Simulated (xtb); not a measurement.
## Geometry relaxation, with input and output: C₃H₁₂NSi (charge +1) (part 3 of 3)

Continued. System: C₃H₁₂NSi, charge +1. Method: GFN2-xTB (xtb 6.7.1). The geometry comes from this level: GFN2-xTB.

Geometry of the input (Å):
```
C  -0.3696  0.3597  -1.4056
N  0.0515  -0.0247  -0.0517
C  1.3666  0.5689  0.2255
C  0.1653  -1.4878  0.0154
Si -1.2223  0.5884  1.2250
H  -0.4440  1.4419  -1.4859
H  0.3521  0.0082  -2.1441
H  -1.3389  -0.0760  -1.6386
H  1.7095  0.2831  1.2177
H  1.3107  1.6542  0.1739
H  2.1011  0.2267  -0.5044
H  0.4863  -1.7976  1.0075
H  0.8952  -1.8477  -0.7106
H  -0.7939  -1.9526  -0.2028
H  -1.1974  2.0278  1.0071
H  -2.4326  -0.0978  0.7953
H  -0.6394  0.1252  2.4765
```

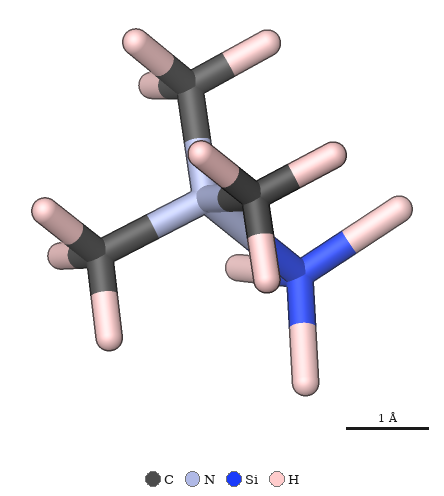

*The geometry at step 2 of the log (stick view, seen at a tilt).*

### Output, continued
```
      molecular mass/u    :       90.2196986
   center of mass at/Å    :       -0.2176458       0.1047941       0.2182117
  moments of inertia/u·Å² :        0.1074433E+03   0.1725080E+03   0.1725092E+03
rotational constants/cm⁻¹ :        0.1568979E+00   0.9772088E-01   0.9772021E-01

 * 15 selected distances

     #   Z          #   Z                                           value/Å
     1   6          2   7                                         1.4691683
     2   7          3   6                                         1.4691461
     2   7          4   6                                         1.4691752 (max)
     1   6          6   1                                         1.0879325
     1   6          7   1                                         1.0905402
     1   6          8   1                                         1.0879210
     3   6          9   1                                         1.0879180
     3   6         10   1                                         1.0879375
     3   6         11   1                                         1.0905508
     4   6         12   1                                         1.0879322
     4   6         13   1                                         1.0905379
     4   6         14   1                                         1.0879127 (min)
     5  14         15   1                                         1.4561571
     5  14         16   1                                         1.4561614
     5  14         17   1                                         1.4561616

 * 3 distinct bonds (by element types)

   Z      Z             #   av. dist./Å        max./Å        min./Å
   1 H    6 C           9     1.0887981     1.0905508     1.0879127
   6 C    7 N           3     1.4691632     1.4691752     1.4691461
   1 H   14 Si          3     1.4561600     1.4561616     1.4561571

           -------------------------------------------------
          |               Frequency Printout                |
           -------------------------------------------------
 projected vibrational frequencies (cm⁻¹)
eigval :       -0.00    -0.00    -0.00     0.00     0.00     0.00
eigval :      125.14   226.22   250.04   250.10   285.22   285.34
eigval :      334.04   419.41   419.56   553.23   563.33   563.34
eigval :      726.84   727.25   790.21   884.38  1016.22  1016.34
eigval :     1020.28  1075.92  1075.97  1230.15  1232.22  1232.26
eigval :     1420.76  1420.83  1442.33  1458.73  1459.44  1459.47
eigval :     1481.76  1481.80  1483.10  2340.47  2356.11  2356.14
eigval :     3015.01  3015.08  3018.13  3040.27  3043.34  3043.44
eigval :     3043.49  3047.22  3047.33
 reduced masses (amu)
    1:      3.46    2:      4.64    3:      4.10    4:      3.50    5:      2.92    6:      5.38
    7:      1.02    8:      1.04    9:      1.95   10:      1.95   11:      1.26   12:      1.26
   13:      5.14   14:      2.33   15:      2.33   16:      2.76   17:      1.11   18:      1.11
   19:      1.05   20:      1.05   21:      1.08   22:      2.98   23:      1.82   24:      1.82
   25:      1.20   26:      1.33   27:      1.33   28:      1.87   29:      2.51   30:      2.51
   31:      1.16   32:      1.16   33:      1.17   34:      1.06   35:      1.05   36:      1.05
   37:      1.06   38:      1.06   39:      1.05   40:      1.01   41:      1.05   42:      1.05
   43:      1.08   44:      1.08   45:      1.08   46:      1.10   47:      1.07   48:      1.07
   49:      1.04   50:      1.06   51:      1.06
 IR intensities (km·mol⁻¹)
    1:      6.17    2:      7.21    3:      7.17    4:      1.13    5:      0.94    6:      9.77
    7:      0.00    8:      0.00    9:      0.51   10:      0.54   11:      0.37   12:      0.37
   13:     37.07   14:      0.04   15:      0.04   16:     49.10   17:     45.07   18:     44.86
   19:    164.02   20:    161.62   21:    219.21   22:     19.42   23:     12.13   24:     12.24
   25:      0.00   26:      8.53   27:      8.58   28:      2.54   29:      7.65   30:      7.60
   31:     22.54   32:     22.50   33:      4.78   34:      0.00   35:      0.02   36:      0.02
   37:     31.06   38:     30.96   39:     50.33   40:      9.10   41:    230.28   42:    229.87
   43:      0.58   44:      0.57   45:      7.94   46:      0.00   47:      0.08   48:      0.17
   49:      3.01   50:      9.99   51:     10.04
 Raman intensities (Ä⁴*amu⁻¹)
    1:      0.00    2:      0.00    3:      0.00    4:      0.00    5:      0.00    6:      0.00
    7:      0.00    8:      0.00    9:      0.00   10:      0.00   11:      0.00   12:      0.00
   13:      0.00   14:      0.00   15:      0.00   16:      0.00   17:      0.00   18:      0.00
   19:      0.00   20:      0.00   21:      0.00   22:      0.00   23:      0.00   24:      0.00
   25:      0.00   26:      0.00   27:      0.00   28:      0.00   29:      0.00   30:      0.00
   31:      0.00   32:      0.00   33:      0.00   34:      0.00   35:      0.00   36:      0.00
   37:      0.00   38:      0.00   39:      0.00   40:      0.00   41:      0.00   42:      0.00
   43:      0.00   44:      0.00   45:      0.00   46:      0.00   47:      0.00   48:      0.00
   49:      0.00   50:      0.00   51:      0.00
 output can be read by thermo (or use thermo option).
 writing <g98.out> molden fake output.
 recommended (thermochemical) frequency scaling factor: 1.0
           -------------------------------------------------
          |             Thermodynamic Functions             |
Refinement of some symmetry elements was terminated before convergence was reached.
Some symmetry elements may remain unidentified.
Molecule has the following symmetry elements: (C3) 3*(sigma)
It seems to be the C3v point group
           -------------------------------------------------

c3v symmetry found (for desy threshold:  0.10E+00) used in thermo

          ...................................................
          :                      SETUP                      :
          :.................................................:
          :  # frequencies                          45      :
          :  # imaginary freq.                       0      :
          :  linear?                             false      :
          :  only rotor calc.                    false      :
          :  symmetry                              c3v      :
          :  rotational number                       3      :
          :  scaling factor                  1.0000000      :
          :  rotor cutoff                   50.0000000 cm⁻¹ :
          :  imag. cutoff                  -20.0000000 cm⁻¹ :
          :.................................................:

    mode    ω/cm⁻¹     T·S(HO)/kcal·mol⁻¹    T·S(FR)/kcal·mol⁻¹   T·S(vib)
   ------------------------------------------------------------------------
       1    125.14    -0.90026 ( 97.51%)    -0.78452 (  2.49%)    -0.89738
       2    226.22    -0.56909 ( 99.76%)    -0.60923 (  0.24%)    -0.56919
       3    250.04    -0.51588 ( 99.84%)    -0.57958 (  0.16%)    -0.51598
       4    250.10    -0.51576 ( 99.84%)    -0.57951 (  0.16%)    -0.51586
       5    285.22    -0.44786 ( 99.91%)    -0.54060 (  0.09%)    -0.44795
       6    285.34    -0.44766 ( 99.91%)    -0.54048 (  0.09%)    -0.44775
   ------------------------------------------------------------------------

   temp. (K)  partition function   enthalpy   heat capacity  entropy
                                   cal/mol     cal/K/mol   cal/K/mol   J/K/mol
 298.15  VIB   28.6                 3243.735     24.220     17.536
         ROT  0.455E+05              888.727      2.981     24.296
         INT  0.130E+07             4132.462     27.201     41.832
         TR   0.262E+26             1481.212      4.968     39.411
         TOT                        5613.6748    32.1685    81.2434   339.9225

       T/K    H(0)-H(T)+PV         H(T)/Eh          T*S/Eh         G(T)/Eh
   ------------------------------------------------------------------------
    298.15    0.894596E-02    0.154241E+00    0.386014E-01    0.115640E+00
   ------------------------------------------------------------------------

         :::::::::::::::::::::::::::::::::::::::::::::::::::::
         ::                  THERMODYNAMIC                  ::
         :::::::::::::::::::::::::::::::::::::::::::::::::::::
         :: total free energy         -16.692718677599 Eh   ::
         ::.................................................::
         :: total energy              -16.808358548801 Eh   ::
         :: zero point energy           0.145295286606 Eh   ::
         :: G(RRHO) w/o ZPVE           -0.029655415404 Eh   ::
         :: G(RRHO) contrib.            0.115639871203 Eh   ::
         :::::::::::::::::::::::::::::::::::::::::::::::::::::

optimized geometry written to: xtbopt.xyz

           -------------------------------------------------
          | TOTAL ENERGY              -16.808358548801 Eh   |
          | TOTAL ENTHALPY            -16.654117301938 Eh   |
          | TOTAL FREE ENERGY         -16.692718677599 Eh   |
          | GRADIENT NORM               0.000060835317 Eh/α |
          | HOMO-LUMO GAP               5.827677895972 eV   |
           -------------------------------------------------

------------------------------------------------------------------------
------------------------------------------------------------------------
 total:
 *  cpu-time:     0 d,  0 h,  0 min,  0.914 sec
 * ratio c/w:     1.000 speedup
 SCF:
 *  cpu-time:     0 d,  0 h,  0 min,  0.012 sec
 * ratio c/w:     1.000 speedup
 ANC optimizer:
 *  cpu-time:     0 d,  0 h,  0 min,  0.050 sec
 * ratio c/w:     1.000 speedup
 analytical hessian:
 *  cpu-time:     0 d,  0 h,  0 min,  0.839 sec
 * ratio c/w:     1.000 speedup
```

### File vibspectrum
```
$vibrational spectrum
#  mode     symmetry     wave number   IR intensity    selection rules
#                         cm**(-1)      (km*mol⁻¹)        IR
     1                      -0.00         0.00000          -
     2                      -0.00         0.00000          -
     3                      -0.00         0.00000          -
     4                       0.00         0.00000          -
     5                       0.00         0.00000          -
     6                       0.00         0.00000          -
     7        a            125.14         0.00129         NO
     8        a            226.22         0.00158         NO
     9        a            250.04         0.51285         YES
    10        a            250.10         0.53635         YES
    11        a            285.22         0.36965         YES
    12        a            285.34         0.37132         YES
    13        a            334.04        37.06640         YES
    14        a            419.41         0.04094         YES
    15        a            419.56         0.03616         YES
    16        a            553.23        49.10322         YES
    17        a            563.33        45.07136         YES
    18        a            563.34        44.85892         YES
    19        a            726.84       164.01912         YES
    20        a            727.25       161.61779         YES
    21        a            790.21       219.20610         YES
    22        a            884.38        19.41692         YES
    23        a           1016.22        12.12779         YES
    24        a           1016.34        12.23677         YES
    25        a           1020.28         0.00225         NO
    26        a           1075.92         8.52598         YES
    27        a           1075.97         8.57593         YES
    28        a           1230.15         2.54211         YES
    29        a           1232.22         7.65297         YES
    30        a           1232.26         7.60169         YES
    31        a           1420.76        22.53997         YES
    32        a           1420.83        22.50071         YES
    33        a           1442.33         4.78121         YES
    34        a           1458.73         0.00128         NO
    35        a           1459.44         0.01990         YES
    36        a           1459.47         0.02378         YES
    37        a           1481.76        31.06178         YES
    38        a           1481.80        30.96096         YES
    39        a           1483.10        50.33381         YES
    40        a           2340.47         9.09763         YES
    41        a           2356.11       230.27785         YES
    42        a           2356.14       229.86932         YES
    43        a           3015.01         0.58158         YES
    44        a           3015.08         0.56776         YES
    45        a           3018.13         7.93982         YES
    46        a           3040.27         0.00155         NO
    47        a           3043.34         0.08257         YES
    48        a           3043.44         0.17396         YES
    49        a           3043.49         3.00947         YES
    50        a           3047.22         9.98714         YES
    51        a           3047.33        10.04178         YES
$end
```

### Trajectory as extended XYZ (Å, eV, eV/Å), 4 frames, from step=0 to step=3
```
17
Properties=species:S:1:pos:R:3 step=0 energy=-457.37872
C    -0.3696    0.3597   -1.4056
N     0.0515   -0.0247   -0.0517
C     1.3666    0.5689    0.2255
C     0.1653   -1.4878    0.0154
Si   -1.2223    0.5884    1.2250
H    -0.4440    1.4419   -1.4859
H     0.3521    0.0082   -2.1441
H    -1.3389   -0.0760   -1.6386
H     1.7095    0.2831    1.2177
H     1.3107    1.6542    0.1739
H     2.1011    0.2267   -0.5044
H     0.4863   -1.7976    1.0075
H     0.8952   -1.8477   -0.7106
H    -0.7939   -1.9526   -0.2028
H    -1.1974    2.0278    1.0071
H    -2.4326   -0.0978    0.7953
H    -0.6394    0.1252    2.4765
17
Properties=species:S:1:pos:R:3 step=1 energy=-457.37873
C    -0.3698    0.3597   -1.4053
N     0.0511   -0.0246   -0.0512
C     1.3661    0.5690    0.2257
C     0.1649   -1.4878    0.0155
Si   -1.2222    0.5885    1.2252
H    -0.4446    1.4421   -1.4857
H     0.3524    0.0087   -2.1433
H    -1.3389   -0.0762   -1.6387
H     1.7089    0.2838    1.2181
H     1.3105    1.6542    0.1734
H     2.1006    0.2263   -0.5040
H     0.4862   -1.7978    1.0075
H     0.8948   -1.8471   -0.7108
H    -0.7943   -1.9526   -0.2026
H    -1.1959    2.0278    1.0058
H    -2.4315   -0.0987    0.7943
H    -0.6384    0.1247    2.4760
17
Properties=species:S:1:pos:R:3 step=2 energy=-457.37873
C    -0.3697    0.3597   -1.4053
N     0.0511   -0.0246   -0.0512
C     1.3662    0.5689    0.2257
C     0.1649   -1.4879    0.0153
Si   -1.2217    0.5883    1.2249
H    -0.4451    1.4420   -1.4856
H     0.3527    0.0091   -2.1431
H    -1.3386   -0.0765   -1.6389
H     1.7086    0.2844    1.2183
H     1.3106    1.6541    0.1728
H     2.1008    0.2258   -0.5036
H     0.4864   -1.7980    1.0073
H     0.8946   -1.8471   -0.7112
H    -0.7943   -1.9526   -0.2026
H    -1.1959    2.0278    1.0062
H    -2.4317   -0.0984    0.7948
H    -0.6388    0.1250    2.4762
17
Properties=species:S:1:pos:R:3 step=3 energy=-457.37874
C    -0.3698    0.3597   -1.4053
N     0.0510   -0.0246   -0.0512
C     1.3662    0.5689    0.2257
C     0.1649   -1.4878    0.0153
Si   -1.2216    0.5882    1.2247
H    -0.4458    1.4420   -1.4853
H     0.3530    0.0097   -2.1431
H    -1.3383   -0.0770   -1.6392
H     1.7083    0.2850    1.2187
H     1.3108    1.6541    0.1720
H     2.1010    0.2251   -0.5031
H     0.4866   -1.7980    1.0071
H     0.8943   -1.8471   -0.7114
H    -0.7944   -1.9525   -0.2023
H    -1.1958    2.0277    1.0064
H    -2.4318   -0.0982    0.7948
H    -0.6387    0.1248    2.4761
```

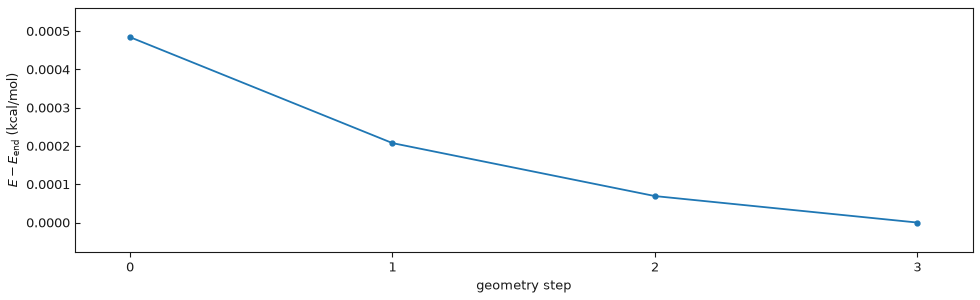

*Progress of the relaxation, step by step (steps are counted from 0).*

No atom moves by more than 0.005 Å after the best rigid fit. After 3 geometry steps the energy has fallen by next to nothing (0.0 kcal/mol).

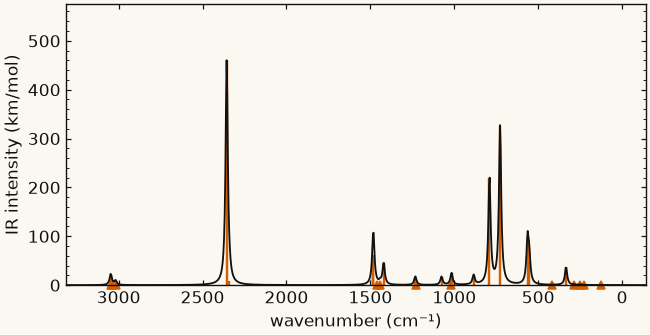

*Harmonic infrared spectrum, unscaled: sticks (degenerate modes added up, dark ones marked on the axis) with a Lorentzian envelope of 16 cm⁻¹ full width, scaled to the tallest stick.*

45 modes from 125 to 3047 cm⁻¹, none imaginary. The strongest line is at 2356 cm⁻¹ (460 km/mol).

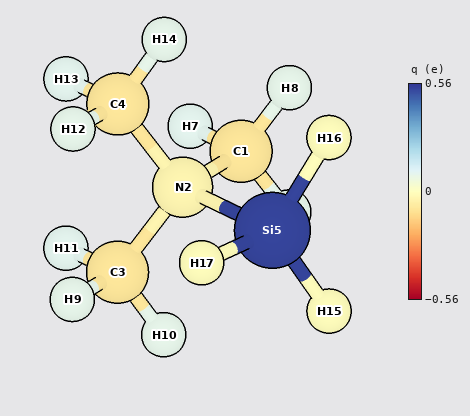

*Mulliken charges, as the colour of each atom (ball-and-stick view, seen at a tilt; atoms are numbered from 1 in the order of the input).*

By element: C −0.09, N −0.03, Si +0.53 and H −0.01 to +0.09 e.

### Summary

```tsv
quantity	value
outcome	converged
electrons treated	32
total energy	−16.808359 hartree
dispersion energy	−0.009708 hartree
basis functions	38
HOMO	−16.70 eV
LUMO	−10.87 eV
zero-point energy	0.145295 hartree
wavenumbers, lowest and highest	125 and 3047 cm⁻¹
hardware	1 thread of Arm Neoverse N1, 98 GiB of memory available, shared host
wall time	0.93 s
peak memory	0.07 GiB
```
